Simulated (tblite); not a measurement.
# H14P28: the cost of one run

Computed with tblite 0.8.0 and PySCF 2.14.0 and routines of our own; the level stands in each step. Atoms count from 0.

## (1) The starting structure

42 atoms, charge 0, multiplicity 1; geometry from: force field, distance geometry or constructed start.

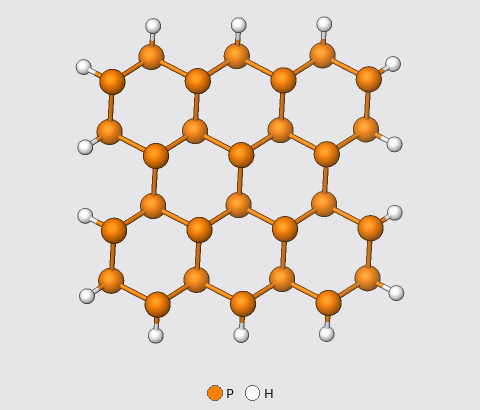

The starting geometry (phosphorus orange, hydrogen white).

## (2) Relaxing the molecule with GFN2-xTB

The job: settings as JSON, then the geometry in Å.

```
{"job": {"kind": "relax", "xc": "GFN2-xTB", "basis": "xTB"}, "charge": 0, "multiplicity": 1}
P      0.004900     0.942900    -0.621600
P     -1.639500     1.892000     0.613100
P     -3.267400     0.942400    -0.619000
P     -3.273300    -0.940300     0.613800
P     -1.637300    -1.890600    -0.616600
P     -0.003300    -0.945200     0.617400
P      4.909000     3.780600    -0.623300
P      3.276000     4.726300     0.621500
P      1.639000     3.776800    -0.620400
P      1.633500     1.888600     0.621600
P      3.270500     0.943500    -0.622100
P      4.906400     1.887400     0.620000
P     -4.912300    -1.888700    -0.615000
P     -4.906700    -3.779500     0.617300
P     -3.274800    -4.718500    -0.619800
P     -1.638200    -3.778300     0.626300
P      1.636700    -1.887500    -0.619100
P      3.271500    -0.948100     0.619000
P      4.908300    -1.887600    -0.617500
P      1.639100    -3.778000     0.622700
P      3.270300    -4.719800    -0.618500
P      4.908000    -3.777400     0.619800
P      0.003400     4.728200     0.626600
P     -1.640500     3.774600    -0.621500
P      0.000500    -4.721000    -0.619100
P     -3.278700     4.722700     0.622500
P     -4.908200     3.781200    -0.620700
P     -4.909500     1.890000     0.621200
H      5.923200     4.364500     0.146100
H      3.273700     5.894500    -0.144700
H      5.926200     1.304800    -0.149200
H     -5.924500    -1.302900     0.148300
H     -5.923600    -4.364000    -0.150000
H     -3.270500    -5.895400     0.151800
H      5.923800    -1.302400     0.144800
H      3.273100    -5.891900     0.145200
H      5.921800    -4.364000    -0.152200
H      0.000900     5.896600    -0.150700
H      0.001100    -5.898000     0.148000
H     -3.277400     5.897500    -0.146900
H     -5.922700     4.361800     0.151900
H     -5.916700     1.298600    -0.144400
```

Command:

```sh
> OMP_NUM_THREADS=4 python large_run.py task.json out
```

This one command runs all jobs of the session in turn.

**Question.** How long does this first job take on 4 threads of Arm Neoverse V2, shared host, and how much memory does it need?

About 2.5 s, with a peak of 0.16 GiB.
